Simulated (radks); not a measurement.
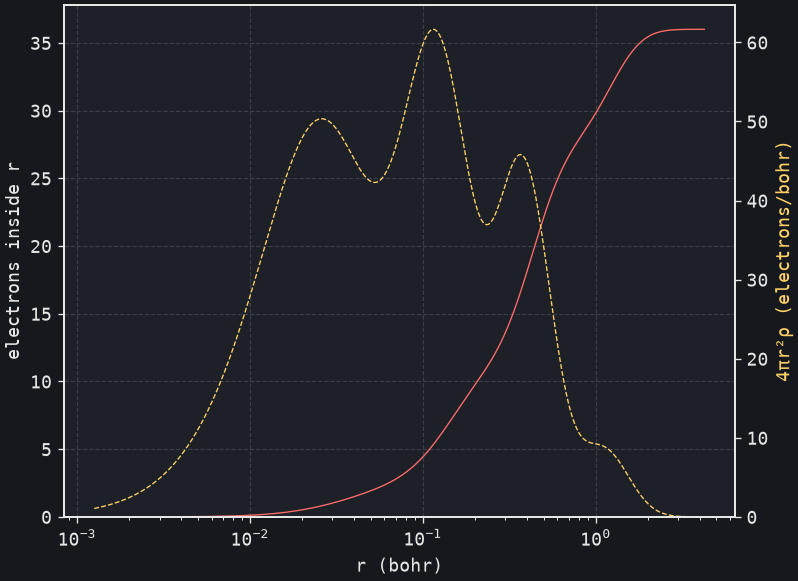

System: the Zr⁴⁺ ion, configuration [Kr]. Theory: scalar-relativistic Kohn-Sham, revPBE, spin-polarised, spherical densities, finite nucleus (computed with the in-house radial solver radks).

```
Z 40
configuration [Kr]
relativity scalar-relativistic
functional pbe_r,pbe
spin polarised
nucleus finite rms 4.2694 fm
c 137.035999084
```

The plot shows the number of electrons inside radius r (solid) and the radial density 4πr²ρ (dashed).

**Describe it and give its main numbers.**

The count levels off at 36 electrons. Half of them lie within 0.399 bohr, 90 % within 1.30 bohr and 99 % within 2.15 bohr. The radial density has minima at 0.0527 and 0.235 bohr, where the count stands at 2.0 and 11.1; these part the shells that the density resolves.
